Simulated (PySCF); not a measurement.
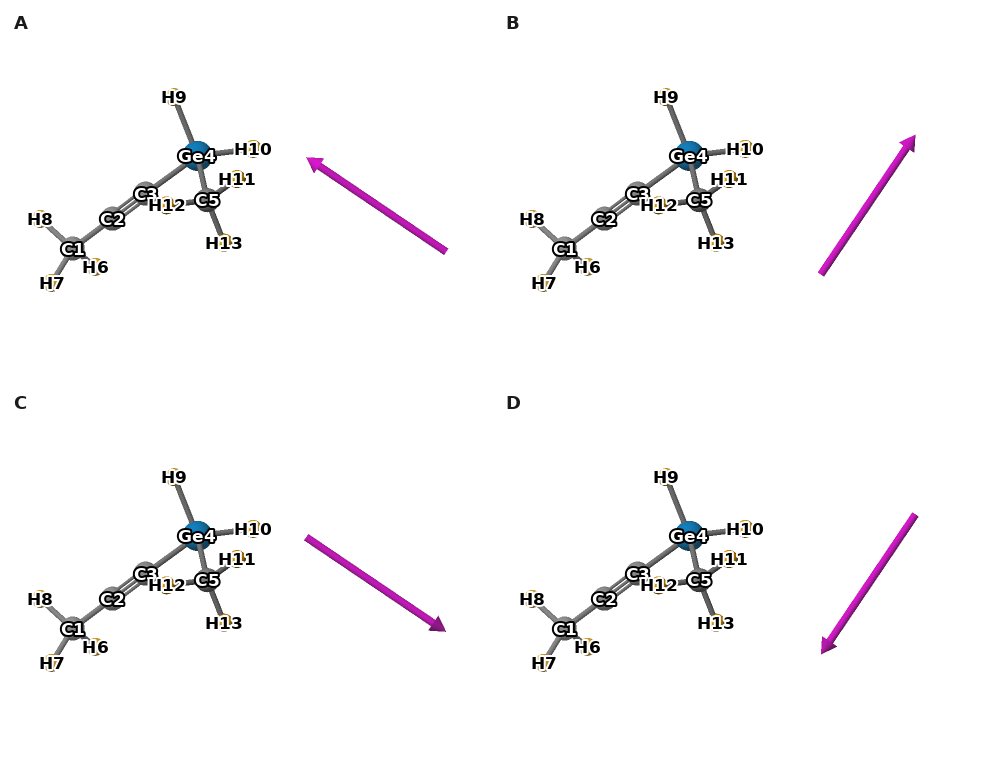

The same molecule four times, each with an arrow. Computed geometry: GFN2-xTB optimisation. No frequency run is at hand to confirm it as a minimum. Level of theory: B3LYP/pcJ-1 (pcSseg-1 on Ge), gas phase (PySCF 2.14.0).

### Which arrow points along the dipole moment, from the negative to the positive end?

D. The dipole moment is 0.99 D; it points from the side of H9, H10 to the side of H7 (the outermost atoms at the two ends).

The geometry is semi-empirical. Around Ge such bond lengths and angles can be off by a tenth of an ångström or more and by several degrees, and values that hang on the shape move with them.
